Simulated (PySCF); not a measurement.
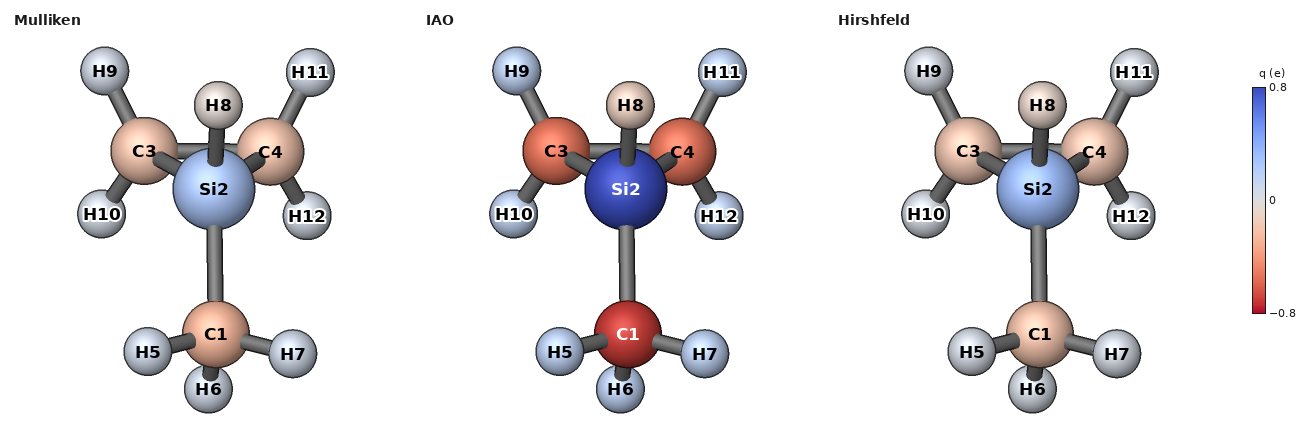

Atomic charges of one calculation by 3 schemes, on one colour scale. Computed geometry: PBE0-D3(BJ)/def2-SVP optimisation. No frequency run is at hand to confirm it as a minimum. Computed with PBE0/cc-pVDZ (PySCF 2.14.0).

Question. Which scheme gives the most polar picture (largest mean size of the charges)?

Answer. The IAO charges are the largest in size here, and the Hirshfeld charges the smallest.

Question. On which atom do the schemes disagree most?

Answer. On Si2 (from 0.25 to 0.79 e).

List the charges (e), one line for each set of equivalent atoms. Atoms whose distances differ by more than 0.02 Å in this geometry are listed apart.

```json
{"atom": "C1", "Mulliken": "−0.26", "IAO": "−0.70", "Hirshfeld": "−0.20"}
{"atom": "Si2", "Mulliken": "0.25", "IAO": "0.79", "Hirshfeld": "0.31"}
{"atom": "C3", "Mulliken": "−0.19", "IAO": "−0.53", "Hirshfeld": "−0.17"}
{"atom": "C4", "Mulliken": "−0.19", "IAO": "−0.53", "Hirshfeld": "−0.17"}
{"atom": "H5", "Mulliken": "0.07", "IAO": "0.16", "Hirshfeld": "0.05"}
{"atom": "H6", "Mulliken": "0.07", "IAO": "0.16", "Hirshfeld": "0.05"}
{"atom": "H7", "Mulliken": "0.07", "IAO": "0.16", "Hirshfeld": "0.05"}
{"atom": "H8", "Mulliken": "−0.04", "IAO": "−0.11", "Hirshfeld": "−0.07"}
{"atom": "H9", "Mulliken": "0.06", "IAO": "0.15", "Hirshfeld": "0.04"}
{"atom": "H10", "Mulliken": "0.05", "IAO": "0.15", "Hirshfeld": "0.04"}
{"atom": "H11", "Mulliken": "0.06", "IAO": "0.15", "Hirshfeld": "0.04"}
{"atom": "H12", "Mulliken": "0.05", "IAO": "0.15", "Hirshfeld": "0.04"}
```
